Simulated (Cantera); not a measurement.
Feed: 1 mol SiCl₄, 0.0045 mol Cl₂, 630 mol H₂, at 10000 Pa.

These are equilibrium values from Cantera (NASA tables, ideal gas, pure condensed phases), not measurements of a reactor. Candidate condensed phases: Si; 19 gas species. The tables' values for SiCl₃ are old estimates; treat these amounts as uncertain. Gases not in the tables: Si₂H₆ and higher silanes. Equilibrium is a limit: real reactors are often held back by kinetics, nucleation or transport.

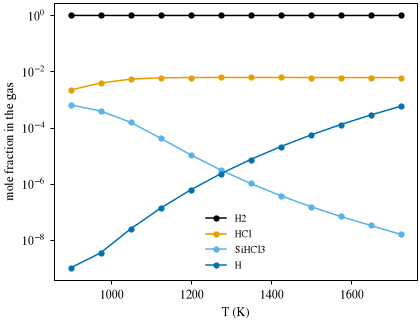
*Equilibrium gas composition (values under 1e-9 drawn at 1e-9)*

### Question
Read off the mole fractions at 1648 K.

### Answer
H₂ about 0.99, HCl about 0.0061, H about 0.00028, SiHCl₃ about 3.3e-8.
